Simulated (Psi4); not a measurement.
# triplet C3H5F at UHF/3-21G

We compute energy and gradient of triplet C3H5F. The job is set up through a Python script.

The results are computed with Psi4 1.11.

1 further run of the same task is left out (set aside as unsound or not needed).

### 1 Starting point

The species is C3H5F (9 atoms), meant as a triplet with charge 0. As SMILES of the parent species, `C=CCF`. The shape is that of a PBE0-D4/def2-TZVP optimisation. That shape belongs to the parent species and isn't relaxed for this state.

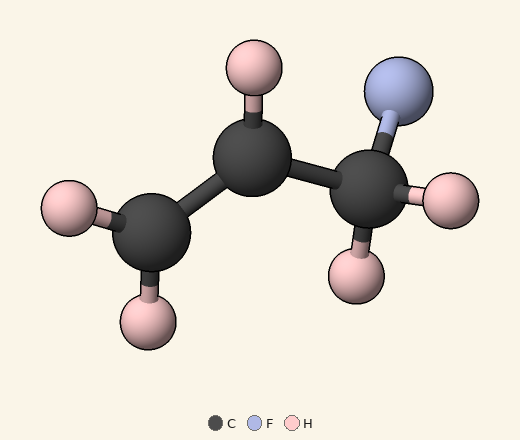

Viewed from a chosen angle; carbon dark grey, fluorine light blue, hydrogen pink.

### 2 Energy and forces at UHF/3-21G

File run.py:

```python
import psi4

psi4.set_memory('1600 MB')
psi4.set_num_threads(1)
psi4.set_output_file('psi4.out', False)

geom = psi4.geometry("""
0 3
C     -1.09226170     2.12121757    -1.14895348
C      0.66612846     0.40704701    -0.66782921
C      0.37889009    -1.61155844     1.26328191
F      0.81352710    -3.96502335     0.19331898
H     -0.79840929     3.60786512    -2.52599691
H     -2.89449351     2.10515490    -0.16837460
H      2.45626602     0.43595982    -1.67524221
H      1.75706735    -1.38101185     2.79150343
H     -1.52463104    -1.61061358     2.06868319
units au
symmetry c1
no_reorient
no_com
""")

psi4.set_options({
    'basis': '3-21G',
    'reference': 'uhf',
    'puream': True,
    'e_convergence': 1e-09,
    'd_convergence': 1e-08,
    'scf_type': 'pk',
    'maxiter': 200,
})

E, wfn = psi4.gradient("hf", return_wfn=True)
psi4.oeprop(wfn, "LOWDIN_CHARGES", "MAYER_INDICES", "DIPOLE")
print('gradient / Eh bohr^-1')
print(E.np.round(6))
print(f'energy = {wfn.energy():.10f} Eh')
for k, v in sorted(psi4.core.scalar_variables().items()):
    print(f'{k:45s} {v:18.10f}')
```

Run with:

```sh
$ python run.py
```

Q: Predict the results. Wanted: total energy; dipole moment; HOMO energy; LUMO energy; ⟨S²⟩; largest force on an atom.

Answer, from the run:

At UHF/3-21G:

| quantity | value |
| --- | --- |
| total energy | -214.60243 Eh |
| dipole moment | 2.27 D |
| HOMO energy (highest over α and β) | -6.87 eV |
| LUMO energy (lowest over α and β) | 1.07 eV |
| ⟨S²⟩ | 2.020 |
| largest force on an atom | 11.468 eV/Å |
